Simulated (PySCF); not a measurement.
## Run report: B2PH5, geometry relaxation (part 1 of 3)

B2PH5, SMILES BPB, computed with HF/STO-6G, RHF (PySCF 2.14.0).

The atoms were displaced at random from an optimised geometry. Figures and captions count atoms from 1; the log counts them from 0 in places.

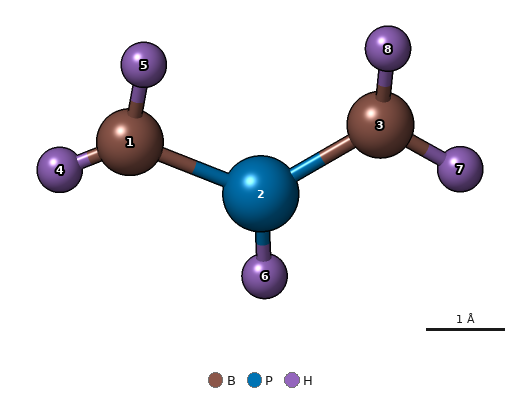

*The structure as given in the input (ball-and-stick view, seen at a tilt; atoms are numbered from 1 in the order of the input).*

Bond lengths as drawn: B–H 0.99 to 1.25 Å, B–P 1.79 to 1.85 Å and H–P 1.26 Å.

**Key numbers**

```tsv
quantity	value
outcome	converged
total energy	−391.691340 hartree
basis functions	24
HOMO	−7.60 eV
LUMO	6.23 eV
dipole moment	0.63 D
hardware	1 thread of Arm Neoverse V2, 24 GiB of memory available, shared host
wall time	6.6 s
peak memory	0.14 GiB
```

**Remarks**

Settings chosen away from the usual ones: tied set to false; damp set to 0.6; diis_space set to 4.

**The input (run.py)**
```python
# BPB
from pyscf import gto, scf
from pyscf.geomopt.geometric_solver import kernel as optimise

mol = gto.Mole()
mol.atom = '''
B
P 1 1.8545
B 2 1.794198 1 125.03881
H 1 0.994948 2 130.53415 3 169.87538
H 1 1.1813 4 123.45946 2 -179.27371
H 2 1.262641 3 116.96926 5 172.60776
H 3 1.250884 2 115.70217 6 -6.94852
H 3 1.209019 7 120.12798 2 168.82538
'''
mol.verbose = 3
mol.max_memory = 1860
mol.basis = 'sto-6g'
mol.build()

mf = scf.RHF(mol)
mf = mf.density_fit()
mf.diis_start_cycle = 3
mf.diis_space = 4
mf.damp = 0.6
converged, mol_eq = optimise(mf, maxsteps=100)
print('converged:', converged)
print(mol_eq.tostring())

mf.reset(mol_eq)
mol = mol_eq
mf.kernel()
etot = mf.e_tot
print(f'total energy: {etot:.8f} hartree')
mf.analyze()
```

Run as:
```bash
OMP_NUM_THREADS=1 python run.py
```

**The program's output**
```
#|     Arguments passed to driver run_optimizer():      |#
customengine              <pyscf.geomopt.geometric_solver.PySCFEngine object>
maxiter                   100
----------------------------------------------------------
Custom engine selected.
Bonds will be generated from interatomic distances less than 1.20 times sum of covalent radii
24 internal coordinates being used (instead of 24 Cartesians)
Internal coordinate system (atoms numbered from 1):
Distance 1-2
Distance 1-4
Distance 1-5
Distance 2-3
Distance 2-6
Distance 3-7
Distance 3-8
Angle 2-1-4
Angle 4-1-5
Angle 1-2-6
Angle 3-2-6
Angle 2-3-8
Angle 7-3-8
Out-of-Plane 1-2-5-4
Out-of-Plane 2-1-3-6
Out-of-Plane 3-2-7-8
Dihedral 4-1-2-3
Dihedral 4-1-2-6
Dihedral 5-1-2-3
Dihedral 5-1-2-6
Dihedral 1-2-3-7
Dihedral 1-2-3-8
Dihedral 6-2-3-7
Dihedral 6-2-3-8
Translation-X 1-8
Translation-Y 1-8
Translation-Z 1-8
Rotation-A 1-8
Rotation-B 1-8
Rotation-C 1-8
<class 'geometric.internal.Distance'> : 7
<class 'geometric.internal.Angle'> : 6
<class 'geometric.internal.OutOfPlane'> : 3
<class 'geometric.internal.Dihedral'> : 8
<class 'geometric.internal.TranslationX'> : 1
<class 'geometric.internal.TranslationY'> : 1
<class 'geometric.internal.TranslationZ'> : 1
<class 'geometric.internal.RotationA'> : 1
<class 'geometric.internal.RotationB'> : 1
<class 'geometric.internal.RotationC'> : 1
> ===== Optimization Info: ====
> Job type: Energy minimization
> Maximum number of optimization cycles: 100
> Initial / maximum trust radius (Angstrom): 0.100 / 0.300
> Convergence Criteria:
> Will converge when all 5 criteria are reached:
>  |Delta-E| < 1.00e-06
>  RMS-Grad  < 3.00e-04
>  Max-Grad  < 4.50e-04
>  RMS-Disp  < 1.20e-03
>  Max-Disp  < 1.80e-03
> === End Optimization Info ===

Geometry optimization cycle 1
Cartesian coordinates (Angstrom)
 Atom        New coordinates             dX        dY        dZ
   B   0.000000   0.000000   0.000000    0.000000  0.000000  0.000000
   P   1.854500   0.000000   0.000000    0.000000  0.000000  0.000000
   B   2.884605   0.000000   1.469024    0.000000  0.000000  0.000000
   H  -0.646618   0.132929  -0.744404    0.000000  0.000000  0.000000
   H  -0.325677  -0.211898   1.115573    0.000000  0.000000  0.000000
   H   2.425675   0.241360  -1.099894    0.000000  0.000000  0.000000
   H   4.114766   0.106786   1.268997    0.000000  0.000000  0.000000
   H   2.471601  -0.295700   2.566164    0.000000  0.000000  0.000000

WARN: Mole.unit (angstrom) is changed to Bohr

WARN: Even tempered Gaussians are generated as DF auxbasis for  H B P

converged SCF energy = -391.641481774747
--------------- DFRHF_Scanner gradients ---------------
         x                y                z
0 B    -0.1480457940     0.0274381077    -0.1610037498
1 P     0.0752495994     0.0161213181    -0.0678164454
2 B    -0.0398071359     0.0159530347    -0.0040795168
3 H     0.0981512337    -0.0207322726     0.1232413192
4 H     0.0098124063    -0.0050202139     0.0219013460
5 H    -0.0397879577    -0.0196820410     0.0693151600
6 H     0.0542639372     0.0010035508    -0.0137383533
7 H    -0.0098362889    -0.0150814838     0.0321802402
----------------------------------------------
cycle 1: E = -391.641481775  dE = -391.641  norm(grad) = 0.313197
Step    0 : Gradient = 1.107e-01/2.204e-01 (rms/max) Energy = -391.6414817747
Hessian Eigenvalues: 2.30000e-02 2.30000e-02 2.56622e-02 ... 2.65779e-01 3.37108e-01 4.85876e-01

Geometry optimization cycle 2
Cartesian coordinates (Angstrom)
 Atom        New coordinates             dX        dY        dZ
   B   0.067640  -0.024877   0.132975    0.067640 -0.024877  0.132975
   P   1.857936  -0.018456   0.016209    0.003436 -0.018456  0.016209
   B   2.919201  -0.015846   1.438812    0.034596 -0.015846 -0.030212
   H  -0.578972   0.147344  -0.779670    0.067646  0.014415 -0.035267
   H  -0.485882  -0.211140   1.130191   -0.160206  0.000758  0.014618
   H   2.429753   0.259237  -1.181469    0.004078  0.017877 -0.081575
   H   4.071687   0.114840   1.334324   -0.043080  0.008054  0.065327
   H   2.497490  -0.277627   2.484088    0.025889  0.018074 -0.082076

WARN: Even tempered Gaussians are generated as DF auxbasis for  H B P

converged SCF energy = -391.685900258069
--------------- DFRHF_Scanner gradients ---------------
         x                y                z
0 B    -0.0102505852     0.0001427492    -0.0079345743
1 P     0.0118595960     0.0041238899    -0.0106860333
2 B    -0.0122829770     0.0091436707    -0.0025181963
3 H     0.0062784358    -0.0015536030     0.0147732669
4 H    -0.0073320712    -0.0003369244    -0.0006485815
5 H     0.0012382376    -0.0039852838     0.0026909474
6 H     0.0088323935    -0.0021264545     0.0006717236
7 H     0.0016569706    -0.0054080441     0.0036514474
----------------------------------------------
cycle 2: E = -391.685900258  dE = -0.0444185  norm(grad) = 0.0338831
Step    1 : Displace = 9.917e-02/1.609e-01 (rms/max) Trust = 1.000e-01 (=) Grad = 1.198e-02/1.649e-02 (rms/max) E (change) = -391.6859002581 (-4.442e-02) Quality = 0.775
Hessian Eigenvalues: 2.29982e-02 2.30000e-02 2.56760e-02 ... 2.67539e-01 3.62856e-01 5.02272e-01

Geometry optimization cycle 3
Cartesian coordinates (Angstrom)
 Atom        New coordinates             dX        dY        dZ
   B   0.053148  -0.017086   0.089091   -0.014492  0.007791 -0.043885
   P   1.815657  -0.045471   0.081086   -0.042279 -0.027016  0.064877
   B   2.943397  -0.077050   1.449231    0.024196 -0.061204  0.010419
   H  -0.592370   0.150611  -0.856066   -0.013399  0.003267 -0.076395
   H  -0.416141  -0.213801   1.118409    0.069741 -0.002661 -0.011781
   H   2.375512   0.292954  -1.116257   -0.054241  0.033717  0.065212
   H   4.057531   0.107421   1.296979   -0.014156 -0.007420 -0.037345
   H   2.542120  -0.224101   2.512987    0.044631  0.053526  0.028899

WARN: Even tempered Gaussians are generated as DF auxbasis for  H B P

converged SCF energy = -391.685720023259
--------------- DFRHF_Scanner gradients ---------------
         x                y                z
0 B     0.0043631016     0.0019176737    -0.0098938069
1 P    -0.0115482903    -0.0010153676     0.0203086775
2 B     0.0105246734    -0.0066721262    -0.0052003153
3 H    -0.0038409830     0.0001539493    -0.0033541696
4 H     0.0094753619    -0.0002822800     0.0008732453
5 H    -0.0012758833     0.0010744902    -0.0027510457
6 H    -0.0085786427     0.0013740507     0.0032516834
7 H     0.0008806624     0.0034496099    -0.0032342688
----------------------------------------------
cycle 3: E = -391.685720023  dE = 0.000180235  norm(grad) = 0.0329539
Step    2 : Displace = 7.077e-02/9.069e-02 (rms/max) Trust = 1.414e-01 (+) Grad = 1.165e-02/2.338e-02 (rms/max) E (change) = -391.6857200233 (+1.802e-04) Quality = -0.053
Hessian Eigenvalues: 2.23244e-02 2.30056e-02 2.48524e-02 ... 3.53203e-01 4.06716e-01 4.89707e-01

Geometry optimization cycle 4
Cartesian coordinates (Angstrom)
 Atom        New coordinates             dX        dY        dZ
   B   0.067939  -0.022135   0.118241    0.014791 -0.005049  0.029150
   P   1.837790  -0.046081   0.045107    0.022134 -0.000610 -0.035979
   B   2.928919  -0.073672   1.445390   -0.014478  0.003378 -0.003841
   H  -0.571611   0.151544  -0.824050    0.020759  0.000933  0.032016
   H  -0.440540  -0.214600   1.132644   -0.024399 -0.000799  0.014235
   H   2.395917   0.294387  -1.148640    0.020405  0.001433 -0.032383
   H   4.052730   0.112899   1.302343   -0.004801  0.005479  0.005364
   H   2.507708  -0.228866   2.504426   -0.034412 -0.004765 -0.008561

WARN: Even tempered Gaussians are generated as DF auxbasis for  H B P

converged SCF energy = -391.687598821489
--------------- DFRHF_Scanner gradients ---------------
         x                y                z
0 B     0.0020498466     0.0002876685    -0.0024218035
1 P    -0.0021537419     0.0028342019     0.0040104999
2 B     0.0019436267    -0.0071995772    -0.0007298520
3 H    -0.0005503220    -0.0002786771    -0.0002426708
4 H     0.0018085396    -0.0001048414     0.0003793265
5 H    -0.0003671214    -0.0003191172    -0.0008479764
6 H    -0.0030676864     0.0021602934     0.0000571892
7 H     0.0003368588     0.0026200491    -0.0002047130
----------------------------------------------
cycle 4: E = -391.687598821  dE = -0.0018788  norm(grad) = 0.0109987
Step    3 : Displace = 3.201e-02/4.224e-02 (rms/max) Trust = 3.539e-02 (-) Grad = 3.889e-03/7.493e-03 (rms/max) E (change) = -391.6875988215 (-1.879e-03) Quality = 0.920
Hessian Eigenvalues: 2.23317e-02 2.30045e-02 2.48767e-02 ... 3.58348e-01 4.70319e-01 4.88272e-01

Geometry optimization cycle 5
Cartesian coordinates (Angstrom)
 Atom        New coordinates             dX        dY        dZ
   B   0.062943  -0.027448   0.126425   -0.004996 -0.005312  0.008185
   P   1.839870  -0.045795   0.041130    0.002080  0.000286 -0.003977
   B   2.935879  -0.034554   1.440780    0.006959  0.039117 -0.004609
   H  -0.567793   0.144059  -0.820990    0.003819 -0.007485  0.003060
   H  -0.469014  -0.208412   1.131476   -0.028474  0.006188 -0.001168
   H   2.393538   0.294483  -1.153662   -0.002380  0.000096 -0.005022
   H   4.076184   0.096760   1.322143    0.023454 -0.016139  0.019800
   H   2.507246  -0.245617   2.488156   -0.000462 -0.016751 -0.016269

WARN: Even tempered Gaussians are generated as DF auxbasis for  H B P

converged SCF energy = -391.687762866718
--------------- DFRHF_Scanner gradients ---------------
         x                y                z
0 B    -0.0005640478    -0.0018044259    -0.0004511806
1 P    -0.0012515524     0.0018440221     0.0004001690
2 B    -0.0007148693     0.0042269419    -0.0017291879
3 H    -0.0000001899     0.0003011203     0.0008299817
4 H    -0.0007792361     0.0002495002    -0.0003090813
5 H     0.0007876573    -0.0012299775     0.0002541831
6 H     0.0020247426    -0.0018465012     0.0016180302
7 H     0.0004974955    -0.0017406799    -0.0006129141
----------------------------------------------
cycle 5: E = -391.687762867  dE = -0.000164045  norm(grad) = 0.00691343
Step    4 : Displace = 2.358e-02/3.993e-02 (rms/max) Trust = 5.004e-02 (+) Grad = 2.444e-03/4.623e-03 (rms/max) E (change) = -391.6877628667 (-1.640e-04) Quality = 0.331
Hessian Eigenvalues: 2.08661e-02 2.27106e-02 2.30196e-02 ... 3.57092e-01 4.49192e-01 4.87968e-01

Geometry optimization cycle 6
Cartesian coordinates (Angstrom)
 Atom        New coordinates             dX        dY        dZ
   B   0.072711  -0.025606   0.128853    0.009769  0.001842  0.002428
   P   1.846754  -0.064551   0.029227    0.006884 -0.018756 -0.011903
   B   2.923307  -0.046837   1.443453   -0.012572 -0.012283  0.002672
   H  -0.566015   0.152596  -0.813591    0.001778  0.008537  0.007398
   H  -0.443361  -0.210447   1.141164    0.025653 -0.002034  0.009687
   H   2.397663   0.300610  -1.159859    0.004126  0.006127 -0.006196
   H   4.057021   0.107637   1.313091   -0.019163  0.010877 -0.009052
   H   2.490772  -0.239926   2.493122   -0.016474  0.005691  0.004966

WARN: Even tempered Gaussians are generated as DF auxbasis for  H B P

converged SCF energy = -391.688008909832
--------------- DFRHF_Scanner gradients ---------------
         x                y                z
0 B     0.0005448227    -0.0014230932     0.0010828877
1 P     0.0003235268     0.0030121421    -0.0005183931
2 B    -0.0009964670     0.0003620592     0.0005363770
3 H     0.0000223891     0.0000742025    -0.0004339973
4 H     0.0001002888     0.0001617074    -0.0000296305
5 H     0.0000968481    -0.0010428394    -0.0003416784
6 H    -0.0001916319    -0.0006866245    -0.0004912127
7 H     0.0001002234    -0.0004575541     0.0001956472
----------------------------------------------
cycle 6: E = -391.68800891  dE = -0.000246043  norm(grad) = 0.00409939
Step    5 : Displace = 1.883e-02/2.740e-02 (rms/max) Trust = 5.004e-02 (=) Grad = 1.449e-03/3.073e-03 (rms/max) E (change) = -391.6880089098 (-2.460e-04) Quality = 1.196
Hessian Eigenvalues: 1.38505e-02 2.27121e-02 2.30427e-02 ... 3.67001e-01 4.86033e-01 5.12996e-01

Geometry optimization cycle 7
Cartesian coordinates (Angstrom)
 Atom        New coordinates             dX        dY        dZ
   B   0.076190  -0.025171   0.131295    0.003478  0.000435  0.002442
   P   1.850588  -0.101974   0.021211    0.003834 -0.037423 -0.008016
   B   2.923707  -0.061911   1.439276    0.000400 -0.015074 -0.004177
   H  -0.561645   0.172019  -0.807620    0.004369  0.019423  0.005971
   H  -0.442336  -0.212753   1.142336    0.001025 -0.002306  0.001172
   H   2.395292   0.305133  -1.156533   -0.002372  0.004524  0.003326
   H   4.052745   0.131846   1.315498   -0.004276  0.024208  0.002407
   H   2.484313  -0.233712   2.489998   -0.006459  0.006213 -0.003125

WARN: Even tempered Gaussians are generated as DF auxbasis for  H B P

converged SCF energy = -391.688195181645
--------------- DFRHF_Scanner gradients ---------------
         x                y                z
0 B     0.0002365299    -0.0012025966     0.0007842463
1 P     0.0008258784     0.0043042129    -0.0005000582
2 B    -0.0003320644    -0.0045740244    -0.0001623812
3 H     0.0001648446    -0.0002799874    -0.0002753098
4 H    -0.0002090674     0.0002484688     0.0001425842
5 H    -0.0001777096    -0.0009633862     0.0000604864
6 H    -0.0000082360     0.0010801729    -0.0003984906
7 H    -0.0005001756     0.0013871400     0.0003489230
----------------------------------------------
cycle 7: E = -391.688195182  dE = -0.000186272  norm(grad) = 0.00689392
Step    6 : Displace = 1.910e-02/3.865e-02 (rms/max) Trust = 7.077e-02 (+) Grad = 2.437e-03/4.589e-03 (rms/max) E (change) = -391.6881951816 (-1.863e-04) Quality = 1.387
Hessian Eigenvalues: 3.05488e-03 2.25085e-02 2.30296e-02 ... 3.64513e-01 4.78649e-01 4.89835e-01

Geometry optimization cycle 8
Cartesian coordinates (Angstrom)
 Atom        New coordinates             dX        dY        dZ
   B   0.127875  -0.023740   0.157345    0.051685  0.001431  0.026051
   P   1.884894  -0.261778  -0.052639    0.034306 -0.159804 -0.073850
   B   2.877642  -0.080356   1.419106   -0.046064 -0.018445 -0.020170
   H  -0.534903   0.263503  -0.740888    0.026743  0.091485  0.066732
   H  -0.358283  -0.227023   1.181927    0.084053 -0.014270  0.039590
   H   2.403422   0.306842  -1.174516    0.008130  0.001709 -0.017983
   H   3.982307   0.231856   1.331402   -0.070438  0.100011  0.015904
   H   2.395898  -0.235829   2.453723   -0.088415 -0.002116 -0.036275

WARN: Even tempered Gaussians are generated as DF auxbasis for  H B P

converged SCF energy = -391.688793606323
--------------- DFRHF_Scanner gradients ---------------
         x                y                z
0 B     0.0036270586    -0.0013426731     0.0044749399
1 P     0.0033763469     0.0095848181    -0.0023526178
2 B    -0.0030837333    -0.0115607475     0.0010657576
3 H     0.0009886894    -0.0010441518    -0.0011642369
4 H    -0.0003596919     0.0002406451     0.0005085027
5 H    -0.0009315392    -0.0022786053    -0.0001181584
6 H    -0.0019011602     0.0027356029    -0.0027518241
7 H    -0.0017159703     0.0036651116     0.0003376371
----------------------------------------------
cycle 8: E = -391.688793606  dE = -0.000598425  norm(grad) = 0.0182534
Step    7 : Displace = 1.034e-01/1.802e-01 (rms/max) Trust = 1.001e-01 (+) Grad = 6.454e-03/1.201e-02 (rms/max) E (change) = -391.6887936063 (-5.984e-04) Quality = 1.511
Hessian Eigenvalues: 1.93853e-03 2.27785e-02 2.30719e-02 ... 3.74549e-01 4.88091e-01 8.09135e-01

Geometry optimization cycle 9
Cartesian coordinates (Angstrom)
 Atom        New coordinates             dX        dY        dZ
   B   0.213278  -0.023685   0.198045    0.085402  0.000055  0.040700
   P   1.927650  -0.441535  -0.144914    0.042756 -0.179757 -0.092275
   B   2.797246  -0.081816   1.385323   -0.080396 -0.001460 -0.033783
   H  -0.467665   0.385337  -0.637947    0.067238  0.121834  0.102941
   H  -0.242476  -0.250597   1.232020    0.115807 -0.023573  0.050094
   H   2.414659   0.282681  -1.191840    0.011237 -0.024162 -0.017324
   H   3.858080   0.360483   1.335432   -0.124227  0.128626  0.004030
   H   2.278081  -0.257392   2.399342   -0.117817 -0.021563 -0.054381

WARN: Even tempered Gaussians are generated as DF auxbasis for  H B P

converged SCF energy = -391.68837593585
--------------- DFRHF_Scanner gradients ---------------
         x                y                z
0 B     0.0096172558    -0.0006253666     0.0099186047
1 P     0.0057349648     0.0130946405    -0.0050541862
2 B    -0.0085043795    -0.0117155040     0.0019973185
3 H     0.0013691080    -0.0023958910    -0.0019354811
4 H    -0.0010041289     0.0002683902     0.0006295391
5 H    -0.0011090759    -0.0036118024    -0.0007622012
6 H    -0.0031680659     0.0012571332    -0.0055204942
7 H    -0.0029356783     0.0037284001     0.0007269002
----------------------------------------------
cycle 9: E = -391.688375936  dE = 0.00041767  norm(grad) = 0.0269734
Step    8 : Displace = 1.396e-01/2.076e-01 (rms/max) Trust = 1.415e-01 (+) Grad = 9.537e-03/1.516e-02 (rms/max) E (change) = -391.6883759358 (+4.177e-04) Quality = -0.705
Hessian Eigenvalues: 9.74750e-03 2.29876e-02 2.62775e-02 ... 3.68549e-01 4.88042e-01 7.36030e-01

Geometry optimization cycle 10
Cartesian coordinates (Angstrom)
 Atom        New coordinates             dX        dY        dZ
   B   0.165703  -0.023786   0.169671   -0.047574 -0.000101 -0.028374
   P   1.902183  -0.422521  -0.092585   -0.025467  0.019013  0.052329
   B   2.848364  -0.081817   1.400941    0.051118 -0.000001  0.015619
   H  -0.487487   0.360586  -0.699552   -0.019822 -0.024751 -0.061605
   H  -0.327808  -0.239434   1.188301   -0.085331  0.011163 -0.043720
   H   2.391922   0.296692  -1.142771   -0.022737  0.014012  0.049069
   H   3.918406   0.333772   1.316828    0.060326 -0.026711 -0.018604
   H   2.367569  -0.250014   2.434627    0.089488  0.007377  0.035285

WARN: Even tempered Gaussians are generated as DF auxbasis for  H B P

converged SCF energy = -391.690273963237
```
